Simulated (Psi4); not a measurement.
# SiHBrF (SMILES F[SiH]Br) at UMP2/def2-TZVPP (density fitting, density fitting for correlation)

Aim: the energy of SiHBrF. 

The calculation is run with Psi4 1.11.

2 further runs of the same task are left out: 2 for a known fault of the program.

### Step 1. The structure to begin with

SiHBrF has 4 atoms, charge 0, and is taken as a doublet. As SMILES, `F[SiH]Br`. The shape was relaxed beforehand at TPSS/6-31G*.

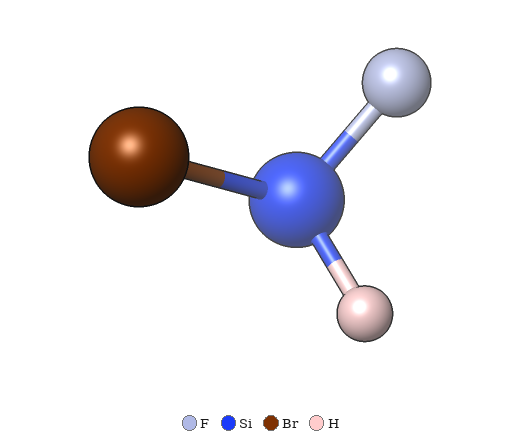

Viewed from a chosen angle; fluorine light blue, silicon blue, bromine brown, hydrogen pink.

### Step 2. The energy at UMP2/def2-TZVPP (density fitting, density fitting for correlation)

brfhsi.inp reads:

```
memory 1600 MB

molecule {
  0 2
  F
  Si 1 1.621819
  Br 2 2.238427 1 110.02396
  H 2 1.495227 1 107.83467 3 -116.19507
}

set globals {
  reference       uhf
  num_frozen_docc 15
}

result, w = energy('mp2/def2-TZVPP', return_wfn=True)
print_variables()
```

Launch:

```sh
$ psi4 brfhsi.inp brfhsi.out -n 1
```

brfhsi.out:

```text
[...]
  Running in c1 symmetry.
[...]
  Nuclear repulsion =  222.286707897731048
[...]
  Multiplicity = 2
[...]
  Nalpha       = 30
  Nbeta        = 29
[...]
    Number of basis functions: 135
[...]
   @DF-UHF iter   1: -2961.24073058390695   -2.08383e+00   9.22741e-03 ADIIS/DIIS
[...]
   @DF-UHF iter  14: -2961.49841128177422   -1.36424e-11   5.00185e-09 DIIS
[...]
   @S^2 Observed:                7.555328932E-01
[...]
    Orbital Energies [Eh]
    ---------------------
    Alpha Occupied:
       1A   -490.029101     2A    -68.878006     3A    -65.171782
       4A    -58.526956     5A    -58.525849     6A    -58.525726
       7A    -26.304994     8A     -9.845644     9A     -7.456679
      10A     -7.451996    11A     -7.451547    12A     -6.219239
      13A     -4.330215    14A     -4.322437    15A     -4.321413
      16A     -3.197742    17A     -3.195758    18A     -3.195472
      19A     -3.190416    20A     -3.190414    21A     -1.602179
      22A     -1.030398    23A     -0.780551    24A     -0.688261
      25A     -0.680246    26A     -0.635414    27A     -0.513568
      28A     -0.456766    29A     -0.440322    30A     -0.369721
    Alpha Virtual:
[...]
  @DF-UHF Final Energy: -2961.49841128177422
   => Energetics <=
    Nuclear Repulsion Energy =            222.2867078977310484
    One-Electron Energy =               -4567.0799403733726649
    Two-Electron Energy =                1383.2948211938678469
    Total Energy =                      -2961.4984112817742243
  UHF NO Occupations:
  HONO-2 :   28  A 1.9994592
  HONO-1 :   29  A 1.9980644
[...]
 Multipole Moments:
 ------------------------------------------------------------------------------------
     Multipole            Electronic (a.u.)      Nuclear  (a.u.)        Total (a.u.)
 ------------------------------------------------------------------------------------
 L = 1.  Multiply by 2.5417464519 to convert [e a0] to [Debye]
 Dipole X            :          1.2770453           -1.2826349           -0.0055896
 Dipole Y            :         -6.8657481            7.3527813            0.4870332
 Dipole Z            :          2.9020693           -2.5019995            0.4000698
 Magnitude           :                                                    0.6303082
[...]
```

It took 6.6 s on 1 thread of Intel Xeon Platinum 8259CL at 2.50GHz (Skylake/Cascade Lake), shared host; peak memory 0.29 GiB.

### Step 3. Results

At UMP2/def2-TZVPP (density fitting, density fitting for correlation), 15 core orbitals frozen:

| quantity | value |
| --- | --- |
| total energy | -2962.11924 Eh |
| HOMO energy (Hartree–Fock orbitals) (highest over α and β) | -10.06 eV |
| LUMO energy (Hartree–Fock orbitals) (lowest over α and β) | 0.63 eV |
| correlation energy (15 core orbitals frozen) | -620.8 mEh |
| ⟨S²⟩ of the reference determinant | 0.756 |
